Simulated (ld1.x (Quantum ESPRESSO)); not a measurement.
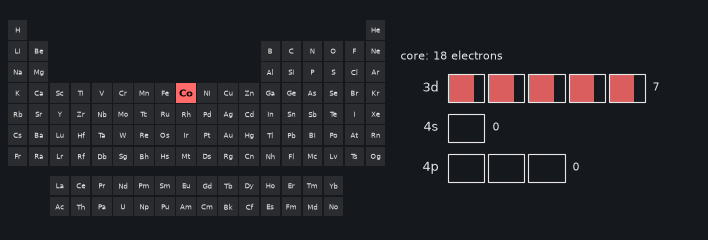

Left, the place of cobalt in the periodic table; right, the valence shells of the reference configuration: a box for each of the 2l + 1 orbitals, shaded by the share of the shell that is filled, with the electron count at the right.

Pseudopotential generation: Co (part 1 of 2)

- system: cobalt (Co, Z = 27), core [Ar], reference valence 3d7 4s0 4p0 (an ion of charge +2), valence charge 9.
- method: TM potential, LDA (PZ), scalar-relativistic, made with ld1.x (Quantum ESPRESSO) 7.5

Input:
```
 &input
   title='Co', zed=27., rel=1, dft='PZ', iswitch=3,
   config='[Ar] 3d7 4s0 4p0',
   nld=3, rlderiv=2.40, eminld=-4.0, emaxld=5.0, deld=0.02
 /
 &inputp
   pseudotype=2, tm=.true., lloc=-1, rcloc=0.80,
   nlcc=.false.,
   file_pseudopw='Co.UPF', file_wfcaegen='ae.wfc', file_wfcncgen='nc.wfc', file_beta='beta', file_chi='chi'
 /
3
4S  1  0   0.00   0.00  1.95  1.95  0.0
4P  2  1   0.00   0.00  2.20  2.20  0.0
3D  3  2   7.00   0.00  1.38  1.38  0.0
 &test
   configts(1)='3d7 4s0 4p0'
 /
```

Input of the test run:
```
 &input
   title='Co', zed=27., rel=1, dft='PZ', iswitch=2,
   config='[Ar] 3d7 4s0 4p0'
 /
 &test
   file_pseudo='Co.UPF', nconf=10,
   configts(1)='3d7 4s0 4p0',
   configts(2)='3d7 4s2 4p0',
   configts(3)='3d7 4s1 4p0',
   configts(4)='3d6 4s0 4p0',
   configts(5)='3d5 4s0 4p0',
   configts(6)='3d8 4s1 4p0',
   configts(7)='3d6 4s2 4p0',
   configts(8)='3d7 4s1 4p1',
   configts(9)='3d7 4s0 4p0', lsdts(9)=1,
   configts(10)='3d7 4s2 4p0', lsdts(10)=1
 /
```

Run as:
```bash
ld1.x < Co.in > Co.out
```

Output:
```
     Program LD1 v.7.5
     --------------------------- All-electron run ----------------------------

     Co
     scalar relativistic calculation

     atomic number is 27.00
     dft =PZ   lsd =0 sic =0 latt =0  beta=0.20 tr2=1.0E-14
     Exchange-correlation= PZ
                           (   1   1   0   0   0   0   0)
     mesh =1193 r(mesh) =  99.89935 a.u. xmin = -7.00 dx = 0.01250
     1 Ry =  13.60569312 eV, c = 137.03599908

     n l     nl                  e(Ry)          e(Ha)          e(eV)
     1 0     1S 1( 2.00)      -558.3029      -279.1514     -7596.0979
     2 0     2S 1( 2.00)       -67.3213       -33.6606      -915.9525
     2 1     2P 1( 6.00)       -57.9431       -28.9716      -788.3562
     3 0     3S 1( 2.00)        -8.8957        -4.4478      -121.0318
     3 1     3P 1( 6.00)        -6.2246        -3.1123       -84.6900
     3 2     3D 1( 7.00)        -2.0133        -1.0066       -27.3922
     4 0     4S 1( 0.00)        -1.5519        -0.7760       -21.1148
     4 1     4P 1( 0.00)        -1.0807        -0.5404       -14.7038

     final scf error:  3.6E-15 reached in  27 iterations

     Etot =   -2779.608381 Ry,   -1389.804191 Ha,  -37818.498637 eV

     Ekin =    2814.318788 Ry,    1407.159394 Ha,   38290.757779 eV
     Encl =   -6629.051808 Ry,   -3314.525904 Ha,  -90192.844590 eV
     Eh   =    1148.074800 Ry,     574.037400 Ha,   15620.353415 eV
     Exc  =    -112.950162 Ry,     -56.475081 Ha,   -1536.765241 eV

     normalization and overlap integrals

     s(1S/1S) =  1.000000  <r> =   0.0563  <r2> =    0.0043  r(max) =   0.0370
     s(2S/2S) =  1.000000  <r> =   0.2560  <r2> =    0.0774  r(max) =   0.2131
     s(2P/2P) =  1.000000  <r> =   0.2252  <r2> =    0.0623  r(max) =   0.1723
     s(3S/3S) =  1.000000  <r> =   0.7759  <r2> =    0.6957  r(max) =   0.6731
     s(3P/3P) =  1.000000  <r> =   0.8173  <r2> =    0.7890  r(max) =   0.6816
     s(3D/3D) =  1.000000  <r> =   1.0207  <r2> =    1.3565  r(max) =   0.6648
     s(4S/4S) =  1.000000  <r> =   2.3923  <r2> =    6.4935  r(max) =   2.0733
     s(4P/4P) =  1.000000  <r> =   2.8597  <r2> =    9.3316  r(max) =   2.4699

     ------------------------ End of All-electron run ------------------------

     --------------------- Generating NC pseudopotential ---------------------

      Generating local potential from pseudized AE potential:
      Matching radius rcloc =   0.8000

      Local pseudo, rcloc= 0.802 Estimated cut-off energy=    37.62 Ry

      Wfc   4S  rcut= 1.972  Using Troullier-Martins method

      Wfc   4P  rcut= 2.180  Using Troullier-Martins method

      Wfc   3D  rcut= 1.390  Using Troullier-Martins method

     ------------------- End of pseudopotential generation -------------------

     --------------------------- All-electron run ----------------------------

     Co
     scalar relativistic calculation

     atomic number is 27.00
     dft =PZ   lsd =0 sic =0 latt =0  beta=0.20 tr2=1.0E-14
     Exchange-correlation= PZ
                           (   1   1   0   0   0   0   0)
     mesh =1193 r(mesh) =  99.89935 a.u. xmin = -7.00 dx = 0.01250
     1 Ry =  13.60569312 eV, c = 137.03599908

     n l     nl                  e(Ry)          e(Ha)          e(eV)
     1 0     1S 1( 2.00)      -558.3029      -279.1514     -7596.0979
     2 0     2S 1( 2.00)       -67.3213       -33.6606      -915.9525
     2 1     2P 1( 6.00)       -57.9431       -28.9716      -788.3562
     3 0     3S 1( 2.00)        -8.8957        -4.4478      -121.0318
     3 1     3P 1( 6.00)        -6.2246        -3.1123       -84.6900
     3 2     3D 1( 7.00)        -2.0133        -1.0066       -27.3922
     4 0     4S 1( 0.00)        -1.5519        -0.7760       -21.1148
     4 1     4P 1( 0.00)        -1.0807        -0.5404       -14.7038

     final scf error:  3.6E-15 reached in  27 iterations

     Etot =   -2779.608381 Ry,   -1389.804191 Ha,  -37818.498637 eV

     Ekin =    2814.318788 Ry,    1407.159394 Ha,   38290.757779 eV
     Encl =   -6629.051808 Ry,   -3314.525904 Ha,  -90192.844590 eV
     Eh   =    1148.074800 Ry,     574.037400 Ha,   15620.353415 eV
     Exc  =    -112.950162 Ry,     -56.475081 Ha,   -1536.765241 eV

     normalization and overlap integrals

     s(1S/1S) =  1.000000  <r> =   0.0563  <r2> =    0.0043  r(max) =   0.0370
     s(2S/2S) =  1.000000  <r> =   0.2560  <r2> =    0.0774  r(max) =   0.2131
     s(2P/2P) =  1.000000  <r> =   0.2252  <r2> =    0.0623  r(max) =   0.1723
     s(3S/3S) =  1.000000  <r> =   0.7759  <r2> =    0.6957  r(max) =   0.6731
     s(3P/3P) =  1.000000  <r> =   0.8173  <r2> =    0.7890  r(max) =   0.6816
     s(3D/3D) =  1.000000  <r> =   1.0207  <r2> =    1.3565  r(max) =   0.6648
     s(4S/4S) =  1.000000  <r> =   2.3923  <r2> =    6.4935  r(max) =   2.0733
     s(4P/4P) =  1.000000  <r> =   2.8597  <r2> =    9.3316  r(max) =   2.4699

     ------------------------ End of All-electron run ------------------------

     Computing logarithmic derivative in   2.39392
     Computing logarithmic derivative in   2.39392
     Computing the partial wave expansion
     R is outside the sphere for l=    0 j= 0.00
     R is outside the sphere for l=    1 j= 0.00
     R is outside the sphere for l=    2 j= 0.00

     ---------------------- Testing the pseudopotential ----------------------

     Co
     scalar relativistic calculation

     atomic number is 27.00   valence charge is  9.00
     dft =PZ   lsd =0 sic =0 latt =0  beta=0.20 tr2=1.0E-14
     mesh =1193 r(mesh) =  99.89935 xmin = -7.00 dx = 0.01250

     n l     nl             e AE (Ry)        e PS (Ry)    De AE-PS (Ry)
     3 2     3D   1( 7.00)       -2.01329       -2.01330        0.00001
     1 0     4S   1( 0.00)       -1.55191       -1.55191        0.00000
     2 1     4P   1( 0.00)       -1.08071       -1.08071       -0.00000

     eps = 4.1E-15  iter =  6

     Etot =   -2779.608381 Ry,   -1389.804191 Ha,  -37818.498637 eV
     Etotps =   -54.574683 Ry,     -27.287342 Ha,    -742.526394 eV

     Ekin =      91.583186 Ry,      45.791593 Ha,    1246.052721 eV
     Encl =    -167.273373 Ry,     -83.636686 Ha,   -2275.870175 eV
     Ehrt =      43.316308 Ry,      21.658154 Ha,     589.348392 eV
     Ecxc =      -9.064813 Ry,      -4.532407 Ha,    -123.333070 eV
     Epseu=     -13.135991 Ry,      -6.567995 Ha,    -178.724261 eV

     ---------------------- End of pseudopotential test ----------------------
```

Output of the test run (extracts):
```
     ---------------------- Testing the pseudopotential ----------------------

     Co
     scalar relativistic calculation

     atomic number is 27.00   valence charge is  9.00
     dft =PZ   lsd =0 sic =0 latt =0  beta=0.20 tr2=1.0E-14
     mesh =1193 r(mesh) =  99.89935 xmin = -7.00 dx = 0.01250

     n l     nl             e AE (Ry)        e PS (Ry)    De AE-PS (Ry)
     3 2     3D   1( 7.00)       -2.01329       -2.01330        0.00001
     1 0     4S   1( 0.00)       -1.55191       -1.55191        0.00000
     2 1     4P   1( 0.00)       -1.08071       -1.08071       -0.00000

     eps = 3.3E-15  iter =  6

     Etot =   -2779.608381 Ry,   -1389.804191 Ha,  -37818.498637 eV
     Etotps =   -54.574683 Ry,     -27.287341 Ha,    -742.526383 eV

     Ekin =      91.583186 Ry,      45.791593 Ha,    1246.052728 eV
     Encl =    -167.273372 Ry,     -83.636686 Ha,   -2275.870172 eV
     Ehrt =      43.316308 Ry,      21.658154 Ha,     589.348391 eV
     Ecxc =      -9.064813 Ry,      -4.532407 Ha,    -123.333070 eV
     Epseu=     -13.135991 Ry,      -6.567995 Ha,    -178.724261 eV

     ---------------------- End of pseudopotential test ----------------------

     ---------------------- Testing the pseudopotential ----------------------

     Co
     scalar relativistic calculation

     atomic number is 27.00   valence charge is  9.00
     dft =PZ   lsd =0 sic =0 latt =0  beta=0.20 tr2=1.0E-14
     mesh =1193 r(mesh) =  99.89935 xmin = -7.00 dx = 0.01250

     n l     nl             e AE (Ry)        e PS (Ry)    De AE-PS (Ry)
     3 2     3D   1( 7.00)       -0.62172       -0.63294        0.01122  !
     1 0     4S   1( 2.00)       -0.41749       -0.41922        0.00173
     2 1     4P   1( 0.00)       -0.10222       -0.10249        0.00027

     eps = 2.7E-15  iter = 10

     Etot =   -2781.547307 Ry,   -1390.773653 Ha,  -37844.879062 eV
     Etotps =   -56.517179 Ry,     -28.258589 Ha,    -768.955393 eV
     dEtot_ae =      -1.938925 Ry
     dEtot_ps =      -1.942496 Ry,   Delta E=       0.003571 Ry

     Ekin =      89.748030 Ry,      44.874015 Ha,    1221.084159 eV
     Encl =    -178.800230 Ry,     -89.400115 Ha,   -2432.701066 eV
     Ehrt =      54.321558 Ry,      27.160779 Ha,     739.082453 eV
     Ecxc =      -9.861370 Ry,      -4.930685 Ha,    -134.170773 eV
     Epseu=     -11.925167 Ry,      -5.962584 Ha,    -162.250165 eV

     ---------------------- End of pseudopotential test ----------------------

     ---------------------- Testing the pseudopotential ----------------------

     Co
     scalar relativistic calculation

     atomic number is 27.00   valence charge is  9.00
     dft =PZ   lsd =0 sic =0 latt =0  beta=0.20 tr2=1.0E-14
     mesh =1193 r(mesh) =  99.89935 xmin = -7.00 dx = 0.01250

     n l     nl             e AE (Ry)        e PS (Ry)    De AE-PS (Ry)
     3 2     3D   1( 7.00)       -1.27044       -1.27819        0.00775  !
     1 0     4S   1( 1.00)       -0.96136       -0.96344        0.00208
     2 1     4P   1( 0.00)       -0.56452       -0.56550        0.00098

     eps = 6.7E-15  iter = 13

     Etot =   -2780.864088 Ry,   -1390.432044 Ha,  -37835.583398 eV
     Etotps =   -55.831875 Ry,     -27.915938 Ha,    -759.631364 eV
     dEtot_ae =      -1.255707 Ry
     dEtot_ps =      -1.257193 Ry,   Delta E=       0.001486 Ry

     Ekin =      90.496430 Ry,      45.248215 Ha,    1231.266654 eV
     Encl =    -173.375200 Ry,     -86.687600 Ha,   -2358.889769 eV
     Ehrt =      48.875478 Ry,      24.437739 Ha,     664.984754 eV
     Ecxc =      -9.464489 Ry,      -4.732244 Ha,    -128.770929 eV
     Epseu=     -12.364094 Ry,      -6.182047 Ha,    -168.222075 eV

     ---------------------- End of pseudopotential test ----------------------

     ---------------------- Testing the pseudopotential ----------------------

     Co
     scalar relativistic calculation

     atomic number is 27.00   valence charge is  9.00
     dft =PZ   lsd =0 sic =0 latt =0  beta=0.20 tr2=1.0E-14
     mesh =1193 r(mesh) =  99.89935 xmin = -7.00 dx = 0.01250

     n l     nl             e AE (Ry)        e PS (Ry)    De AE-PS (Ry)
     3 2     3D   1( 6.00)       -3.34237       -3.36472        0.02236  !
     1 0     4S   1( 0.00)       -2.38572       -2.37585       -0.00987  !
     2 1     4P   1( 0.00)       -1.81850       -2.09537        0.27688  !

     eps = 2.9E-15  iter =  7

     Etot =   -2776.948577 Ry,   -1388.474288 Ha,  -37782.310154 eV
     Etotps =   -51.905329 Ry,     -25.952665 Ha,    -706.207979 eV
     dEtot_ae =       2.659804 Ry
     dEtot_ps =       2.669353 Ry,   Delta E=      -0.009549 Ry

     Ekin =      86.085052 Ry,      43.042526 Ha,    1171.246796 eV
     Encl =    -151.612113 Ry,     -75.806056 Ha,   -2062.787879 eV
     Ehrt =      34.200249 Ry,      17.100124 Ha,     465.318091 eV
     Ecxc =      -7.937898 Ry,      -3.968949 Ha,    -108.000599 eV
     Epseu=     -12.640619 Ry,      -6.320310 Ha,    -171.984389 eV

     ---------------------- End of pseudopotential test ----------------------

     ---------------------- Testing the pseudopotential ----------------------

     Co
     scalar relativistic calculation

     atomic number is 27.00   valence charge is  9.00
     dft =PZ   lsd =0 sic =0 latt =0  beta=0.20 tr2=1.0E-14
     mesh =1193 r(mesh) =  99.89935 xmin = -7.00 dx = 0.01250

     n l     nl             e AE (Ry)        e PS (Ry)    De AE-PS (Ry)
     3 2     3D   1( 5.00)       -4.86914       -4.93088        0.06174  !
     1 0     4S   1( 0.00)       -3.32191       -3.32191        0.00000
     2 1     4P   1( 0.00)       -2.66883       -2.66883        0.00000

     eps = 1.0E-15  iter =  7

     Etot =   -2772.858274 Ry,   -1386.429137 Ha,  -37726.658754 eV
     Etotps =   -47.773706 Ry,     -23.886853 Ha,    -649.994388 eV
     dEtot_ae =       6.750107 Ry
     dEtot_ps =       6.800976 Ry,   Delta E=      -0.050869 Ry

     Ekin =      77.822160 Ry,      38.911080 Ha,    1058.824427 eV
     Encl =    -132.466706 Ry,     -66.233353 Ha,   -1802.301349 eV
     Ehrt =      25.190532 Ry,      12.595266 Ha,     342.734648 eV
     Ecxc =      -6.622189 Ry,      -3.311094 Ha,     -90.099470 eV
     Epseu=     -11.697504 Ry,      -5.848752 Ha,    -159.152644 eV

     ---------------------- End of pseudopotential test ----------------------

     ---------------------- Testing the pseudopotential ----------------------

     Co
     scalar relativistic calculation

     atomic number is 27.00   valence charge is  9.00
     dft =PZ   lsd =0 sic =0 latt =0  beta=0.20 tr2=1.0E-14
     mesh =1193 r(mesh) =  99.89935 xmin = -7.00 dx = 0.01250

     n l     nl             e AE (Ry)        e PS (Ry)    De AE-PS (Ry)
     3 2     3D   1( 8.00)       -0.33070       -0.33058       -0.00013
     1 0     4S   1( 1.00)       -0.33867       -0.34382        0.00514  !
     2 1     4P   1( 0.00)       -0.06649       -0.06791        0.00142

     eps = 8.9E-16  iter = 10

     Etot =   -2781.638337 Ry,   -1390.819168 Ha,  -37846.117589 eV
     Etotps =   -56.608928 Ry,     -28.304464 Ha,    -770.203705 eV
     dEtot_ae =      -2.029956 Ry
     dEtot_ps =      -2.034246 Ry,   Delta E=       0.004290 Ry

     Ekin =      93.251048 Ry,      46.625524 Ha,    1268.745139 eV
     Encl =    -183.680937 Ry,     -91.840468 Ha,   -2499.106456 eV
     Ehrt =      56.815642 Ry,      28.407821 Ha,     773.016194 eV
     Ecxc =     -10.242745 Ry,      -5.121373 Ha,    -139.359646 eV
     Epseu=     -12.751937 Ry,      -6.375968 Ha,    -173.498937 eV

     ---------------------- End of pseudopotential test ----------------------
```

(Continued in part 2.) Outcome of the run: generated, with a ghost state.
